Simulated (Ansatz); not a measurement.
# Ge₂H₆Cl₂O: nudged elastic band (part 1 of 2)

Ge₂H₆Cl₂O, computed with RKS PBE/def2-SVP (Ansatz 0.2.0).

It belongs to a series of runs on one base structure; here: band between the two ends. Figures and captions count atoms from 1; the log counts them from 0 in places.

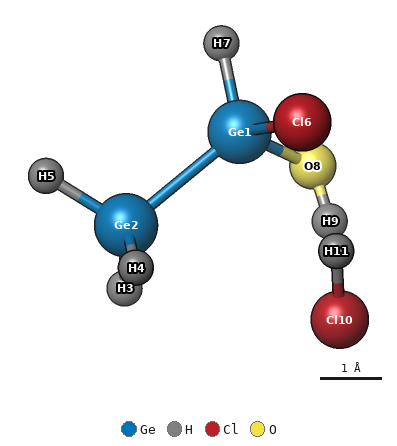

The input geometry (ball-and-stick view, seen at a tilt; atoms are numbered from 1 in the order of the input). Sticks mark near contacts. Bond lengths as drawn: Cl–Ge 2.25 Å, Cl–H 1.32 Å, Ge–Ge 2.45 Å, Ge–H 1.55 Å, Ge–O 1.79 Å and H–O 0.98 Å.

## The input
```yaml
crystal:
  periodic: [false, false, false]
  atoms:
    - { symbol: Ge, position_ang: [-0.135105, 0.216964, 0.311689] }
    - { symbol: Ge, position_ang: [-0.15691, 0.318833, 2.763898] }
    - { symbol: H, position_ang: [-1.307819, -0.572568, 3.290892] }
    - { symbol: H, position_ang: [1.201834, -0.162873, 3.320601] }
    - { symbol: H, position_ang: [-0.407994, 1.788429, 3.194962] }
    - { symbol: Cl, position_ang: [2.016193, -0.121601, -0.241142] }
    - { symbol: H, position_ang: [-0.566987, 1.464184, -0.495688] }
    - { symbol: O, position_ang: [-1.084643, -1.12097, -0.392214] }
    - { symbol: H, position_ang: [-0.826979, -1.963984, 0.041718] }
    - { symbol: Cl, position_ang: [0.991427, -3.089765, 1.279353] }
    - { symbol: H, position_ang: [1.679482, -2.127451, 0.68433] }
basis:
  gaussian: { orbitals: def2-SVP }
hamiltonian:
  xc: pbe
neb:
  order_check: false
  images: 9
  f_tol: 0.03
  max_iterations: 60
  final_atoms:
    - { symbol: Ge, position_ang: [0.4214172, -0.76813506, -0.89535238] }
    - { symbol: Ge, position_ang: [0.12048764, 0.17213199, 3.66188005] }
    - { symbol: H, position_ang: [-0.85318586, -0.09815986, 2.48967057] }
    - { symbol: H, position_ang: [0.59363428, -1.17115833, 4.26830995] }
    - { symbol: H, position_ang: [-0.60068231, 1.00157911, 4.75437198] }
    - { symbol: Cl, position_ang: [0.61463629, -1.91134987, -2.72762934] }
    - { symbol: H, position_ang: [0.74402397, 0.71638612, -1.12625459] }
    - { symbol: O, position_ang: [-1.24885908, -0.84877425, -0.29125135] }
    - { symbol: H, position_ang: [-1.5121838, -1.7620901, -0.06620056] }
    - { symbol: Cl, position_ang: [1.7781039, -1.6670828, 0.54527708] }
    - { symbol: H, position_ang: [1.34510677, 0.96585104, 3.1455776] }
  initial_path:
    images:
      - { positions_ang: [[-0.135105, 0.216964, 0.311689], [-0.15691, 0.318833, 2.763898], [-1.307819, -0.572568, 3.290892], [1.201834, -0.162873, 3.320601], [-0.407994, 1.788429, 3.194962], [2.016193, -0.121601, -0.241142], [-0.566987, 1.464184, -0.495688], [-1.084643, -1.12097, -0.392214], [-0.826979, -1.963984, 0.041718], [0.991427, -3.089765, 1.279353], [1.679482, -2.127451, 0.68433]] }
      - { positions_ang: [[-0.10335702, 0.1686603, 0.24705569], [-0.13352243, 0.26026597, 2.75858279], [-1.33476781, -0.54046271, 3.27882318], [1.16755964, -0.31929563, 3.31599575], [-0.27511874, 1.72345438, 3.20304317], [2.03966432, -0.1001548, -0.33340649], [-0.5951918, 1.41578137, -0.51010268], [-1.02378903, -1.19453999, -0.43233336], [-0.91110313, -1.96026222, 0.06887667], [1.06153284, -2.87018083, 1.19351343], [1.51059215, -1.95406784, 0.96835085]] }
      - { positions_ang: [[-0.07160904, 0.1203566, 0.18242238], [-0.11013485, 0.20169894, 2.75326757], [-1.36171662, -0.50835742, 3.26675436], [1.13328529, -0.47571825, 3.3113905], [-0.14224348, 1.65847976, 3.21112433], [2.06313564, -0.0787086, -0.42567098], [-0.6233966, 1.36737873, -0.52451735], [-0.96293506, -1.26810998, -0.47245272], [-0.99522727, -1.95654044, 0.09603533], [1.13163869, -2.65059665, 1.10767387], [1.3417023, -1.78068469, 1.25237171]] }
      - { positions_ang: [[-0.03986106, 0.0720529, 0.11778907], [-0.08674728, 0.1431319, 2.74795236], [-1.38866543, -0.47625212, 3.25468554], [1.09901093, -0.63214088, 3.30678525], [-0.00936822, 1.59350514, 3.2192055], [2.08660697, -0.0572624, -0.51793548], [-0.6516014, 1.3189761, -0.53893203], [-0.90208108, -1.34167997, -0.51257208], [-1.0793514, -1.95281866, 0.123194], [1.20174453, -2.43101248, 1.0218343], [1.17281245, -1.60730153, 1.53639256]] }
      - { positions_ang: [[-0.00811308, 0.0237492, 0.05315576], [-0.0633597, 0.08456487, 2.74263715], [-1.41561424, -0.44414683, 3.24261672], [1.06473657, -0.78856351, 3.30218], [0.12350704, 1.52853052, 3.22728666], [2.11007829, -0.03581621, -0.61019997], [-0.6798062, 1.27057347, -0.5533467], [-0.84122711, -1.41524996, -0.55269143], [-1.16347554, -1.94909688, 0.15035266], [1.27185037, -2.21142831, 0.93599474], [1.00392259, -1.43391837, 1.82041341]] }
      - { positions_ang: [[0.0236349, -0.0245545, -0.01147755], [-0.03997213, 0.02599784, 2.73732193], [-1.44256305, -0.41204154, 3.2305479], [1.03046222, -0.94498614, 3.29757475], [0.2563823, 1.4635559, 3.23536783], [2.13354961, -0.01437001, -0.70246446], [-0.708011, 1.22217083, -0.56776138], [-0.78037314, -1.48881994, -0.59281079], [-1.24759967, -1.9453751, 0.17751133], [1.34195622, -1.99184413, 0.85015517], [0.83503274, -1.26053521, 2.10443427]] }
      - { positions_ang: [[0.10319136, -0.17327061, -0.18825252], [-0.00788017, 0.05522467, 2.92223356], [-1.32468761, -0.3492652, 3.08237243], [0.94309663, -0.99022057, 3.49172179], [0.08496938, 1.37116055, 3.53916866], [1.82976695, -0.39376598, -1.10749744], [-0.41760401, 1.12101389, -0.67946002], [-0.87407033, -1.36081081, -0.5324989], [-1.3005165, -1.9087181, 0.12876895], [1.42918575, -1.92689187, 0.78917955], [0.93704755, -0.81525796, 2.31266293]] }
      - { positions_ang: [[0.18274782, -0.32198673, -0.36502748], [0.02421178, 0.0844515, 3.10714518], [-1.20681217, -0.28648887, 2.93419697], [0.85573104, -1.03545501, 3.68586883], [-0.08644354, 1.27876519, 3.84296949], [1.52598428, -0.77316195, -1.51253041], [-0.12719701, 1.01985695, -0.79115867], [-0.96776752, -1.23280167, -0.47218701], [-1.35343332, -1.8720611, 0.08002657], [1.51641529, -1.8619396, 0.72820394], [1.03906235, -0.36998071, 2.5208916]] }
      - { positions_ang: [[0.26230428, -0.47070284, -0.54180245], [0.05630373, 0.11367833, 3.29205681], [-1.08893674, -0.22371253, 2.7860215], [0.76836545, -1.08068945, 3.88001587], [-0.25785646, 1.18636983, 4.14677032], [1.22220162, -1.15255792, -1.91756339], [0.16320998, 0.91870001, -0.90285731], [-1.06146471, -1.10479253, -0.41187513], [-1.40635015, -1.8354041, 0.0312842], [1.60364483, -1.79698733, 0.66722832], [1.14107716, 0.07529654, 2.72912027]] }
      - { positions_ang: [[0.34186074, -0.61941895, -0.71857742], [0.08839569, 0.14290516, 3.47696843], [-0.9710613, -0.1609362, 2.63784604], [0.68099987, -1.12592389, 4.07416291], [-0.42926938, 1.09397447, 4.45057115], [0.91841895, -1.53195389, -2.32259637], [0.45361698, 0.81754306, -1.01455595], [-1.15516189, -0.97678339, -0.35156324], [-1.45926697, -1.7987471, -0.01745818], [1.69087436, -1.73203507, 0.6062527], [1.24309197, 0.52057379, 2.93734893]] }
      - { positions_ang: [[0.4214172, -0.76813506, -0.89535238], [0.12048764, 0.17213199, 3.66188005], [-0.85318586, -0.09815986, 2.48967057], [0.59363428, -1.17115833, 4.26830995], [-0.60068231, 1.00157911, 4.75437198], [0.61463629, -1.91134987, -2.72762934], [0.74402397, 0.71638612, -1.12625459], [-1.24885908, -0.84877425, -0.29125135], [-1.5121838, -1.7620901, -0.06620056], [1.7781039, -1.6670828, 0.54527708], [1.34510677, 0.96585104, 3.1455776]] }
```

Machine: 4 threads of AMD EPYC (Zen 3), 24 GiB of memory available, shared host.

Launched with:
```bash
ansatz run input.yaml --threads 4 --pin off --max-ram 5120MiB --backend cpu --events-out ev --progress --plain --runs-dir out
```

## Log
```
Engine: ansatz 0.2.0, x86_64-unknown-linux-gnu
Functional definition: PBE
  parameter kappa = 0.804
  parameter beta = 0.06672455060314922
  exchange = pbe_x(kappa = kappa, mu = beta*pi^2/3)
  correlation = pbe_c(beta = beta)
1583 factors; their error is unknown
mean field evaluation 1: about -140168.8274 eV, gradient 6.2e1 eV
mean field evaluation 2: about -140087.3013 eV, gradient 1.8e2 eV
mean field evaluation 4: about -140174.8536 eV, gradient 1.5e1 eV
mean field evaluation 8: about -140175.2781 eV, gradient 3.2e-1 eV
mean field evaluation 16: about -140175.1817 eV, gradient 1.5e-4 eV
mean field -140175.18172484 eV, -5151.3429142372 hartree, gradient 4.3e-5 eV, S^2 0.000000; 0 other end points of the search recorded, 0 dependent functions left out
the calculation of the forces begins
reference -140175.18176370 eV, -5151.3429156654 hartree; 56, 56 occupied and 88, 88 virtual orbitals, 1583 factors
1583 factors; their error is unknown
mean field evaluation 32: about -140175.4062 eV, gradient 2.1e-3 eV
mean field -140175.40615979 eV, -5151.3511620695 hartree, gradient 3.8e-5 eV, S^2 0.000000; 0 other end points of the search recorded, 0 dependent functions left out
[... from here on the field's lines of each further geometry are left out, up to the last ...]
NEB iter   1: max|band force component| = 3.848e1 eV/Å  barrier→ = 10.0961 eV  barrier← = 10.3205 eV  Δτ_max = 0.2000 Å  (309 SCF iters)
NEB iter   2: max|band force component| = 8.084e0 eV/Å  barrier→ = 4.3058 eV  barrier← = 4.5303 eV  Δτ_max = 0.1980 Å  (291 SCF iters)
NEB iter   3: max|band force component| = 4.539e0 eV/Å  barrier→ = 2.7539 eV  barrier← = 2.9784 eV  Δτ_max = 0.2000 Å  (289 SCF iters)
NEB iter   4: max|band force component| = 2.266e0 eV/Å  barrier→ = 2.1731 eV  barrier← = 2.3975 eV  Δτ_max = 0.2000 Å  (283 SCF iters)
NEB iter   5: max|band force component| = 1.246e0 eV/Å  barrier→ = 2.3588 eV  barrier← = 2.5832 eV  Δτ_max = 0.2000 Å  (276 SCF iters)
NEB iter   6: max|band force component| = 4.322e0 eV/Å  barrier→ = 2.4592 eV  barrier← = 2.6836 eV  Δτ_max = 0.1032 Å  (271 SCF iters)
NEB iter   7: max|band force component| = 1.201e0 eV/Å  barrier→ = 2.5986 eV  barrier← = 2.8231 eV  Δτ_max = 0.1997 Å  (257 SCF iters)
NEB iter   8: max|band force component| = 1.506e0 eV/Å  barrier→ = 2.2166 eV  barrier← = 2.4411 eV  Δτ_max = 0.1008 Å  (277 SCF iters)
NEB iter   9: max|band force component| = 1.567e0 eV/Å  barrier→ = 1.9175 eV  barrier← = 2.1419 eV  Δτ_max = 0.1004 Å  (249 SCF iters)
NEB iter  10: max|band force component| = 1.948e0 eV/Å  barrier→ = 1.8914 eV  barrier← = 2.1158 eV  Δτ_max = 0.0509 Å  (251 SCF iters)
NEB iter  11: max|band force component| = 1.246e0 eV/Å  barrier→ = 1.9191 eV  barrier← = 2.1436 eV  Δτ_max = 0.0502 Å  (244 SCF iters)
NEB iter  12: max|band force component| = 8.061e-1 eV/Å  barrier→ = 1.9581 eV  barrier← = 2.1826 eV  Δτ_max = 0.1000 Å  (235 SCF iters)
NEB iter  13: max|band force component| = 6.030e-1 eV/Å  barrier→ = 2.0359 eV  barrier← = 2.2604 eV  Δτ_max = 0.2000 Å  (253 SCF iters)
NEB iter  14: max|band force component| = 3.320e-1 eV/Å  barrier→ = 1.9665 eV  barrier← = 2.1909 eV  CI = image 4  Δτ_max = 0.2000 Å  (251 SCF iters)
NEB iter  15: max|band force component| = 5.149e-1 eV/Å  barrier→ = 1.8532 eV  barrier← = 2.0777 eV  CI = image 4  Δτ_max = 0.1010 Å  (257 SCF iters)
NEB iter  16: max|band force component| = 4.089e-1 eV/Å  barrier→ = 1.8413 eV  barrier← = 2.0658 eV  CI = image 4  Δτ_max = 0.1004 Å  (246 SCF iters)
NEB iter  17: max|band force component| = 1.548e0 eV/Å  barrier→ = 1.8163 eV  barrier← = 2.0407 eV  CI = image 4  Δτ_max = 0.0508 Å  (241 SCF iters)
NEB iter  18: max|band force component| = 2.447e-1 eV/Å  barrier→ = 1.8058 eV  barrier← = 2.0302 eV  CI = image 4  Δτ_max = 0.1006 Å  (239 SCF iters)
NEB iter  19: max|band force component| = 2.090e-1 eV/Å  barrier→ = 1.7876 eV  barrier← = 2.0120 eV  CI = image 4  Δτ_max = 0.1006 Å  (241 SCF iters)
NEB iter  20: max|band force component| = 1.908e-1 eV/Å  barrier→ = 1.7737 eV  barrier← = 1.9982 eV  CI = image 4  Δτ_max = 0.1006 Å  (244 SCF iters)
NEB iter  21: max|band force component| = 2.186e-1 eV/Å  barrier→ = 1.7640 eV  barrier← = 1.9884 eV  CI = image 4  Δτ_max = 0.0502 Å  (245 SCF iters)
NEB iter  22: max|band force component| = 1.515e-1 eV/Å  barrier→ = 1.7600 eV  barrier← = 1.9844 eV  CI = image 4  Δτ_max = 0.0502 Å  (238 SCF iters)
NEB iter  23: max|band force component| = 1.042e-1 eV/Å  barrier→ = 1.7566 eV  barrier← = 1.9811 eV  CI = image 4  Δτ_max = 0.0502 Å  (236 SCF iters)
NEB iter  24: max|band force component| = 6.940e-2 eV/Å  barrier→ = 1.7539 eV  barrier← = 1.9783 eV  CI = image 4  Δτ_max = 0.0997 Å  (233 SCF iters)
NEB iter  25: max|band force component| = 7.830e-2 eV/Å  barrier→ = 1.7513 eV  barrier← = 1.9757 eV  CI = image 4  Δτ_max = 0.0499 Å  (235 SCF iters)
NEB iter  26: max|band force component| = 1.017e-1 eV/Å  barrier→ = 1.7507 eV  barrier← = 1.9751 eV  CI = image 4  Δτ_max = 0.0250 Å  (232 SCF iters)
NEB iter  27: max|band force component| = 8.349e-2 eV/Å  barrier→ = 1.7505 eV  barrier← = 1.9750 eV  CI = image 4  Δτ_max = 0.0250 Å  (238 SCF iters)
NEB iter  28: max|band force component| = 5.843e-2 eV/Å  barrier→ = 1.7505 eV  barrier← = 1.9749 eV  CI = image 4  Δτ_max = 0.0250 Å  (242 SCF iters)
NEB iter  29: max|band force component| = 5.434e-2 eV/Å  barrier→ = 1.7504 eV  barrier← = 1.9748 eV  CI = image 4  Δτ_max = 0.0499 Å  (221 SCF iters)
NEB iter  30: max|band force component| = 5.041e-2 eV/Å  barrier→ = 1.7504 eV  barrier← = 1.9748 eV  CI = image 4  Δτ_max = 0.0499 Å  (232 SCF iters)
NEB iter  31: max|band force component| = 4.605e-2 eV/Å  barrier→ = 1.7504 eV  barrier← = 1.9748 eV  CI = image 4  Δτ_max = 0.0499 Å  (226 SCF iters)
NEB iter  32: max|band force component| = 5.675e-2 eV/Å  barrier→ = 1.7504 eV  barrier← = 1.9748 eV  CI = image 4  Δτ_max = 0.0250 Å  (219 SCF iters)
the calculation of the forces begins
reference -140175.39653438 eV, -5151.3508083421 hartree; 56, 56 occupied and 88, 88 virtual orbitals, 1583 factors
1583 factors; their error is unknown
mean field -140173.43134625 eV, -5151.2785890103 hartree, gradient 1.9e-5 eV, S^2 0.000000; 1 other end points of the search recorded, 0 dependent functions left out
the calculation of the forces begins
reference -140173.43138498 eV, -5151.2785904337 hartree; 56, 56 occupied and 88, 88 virtual orbitals, 1583 factors
NEB iter  33: max|band force component| = 2.906e-2 eV/Å  barrier→ = 1.7504 eV  barrier← = 1.9748 eV  CI = image 4  Δτ_max = 0.0000 Å  (478 SCF iters)
```
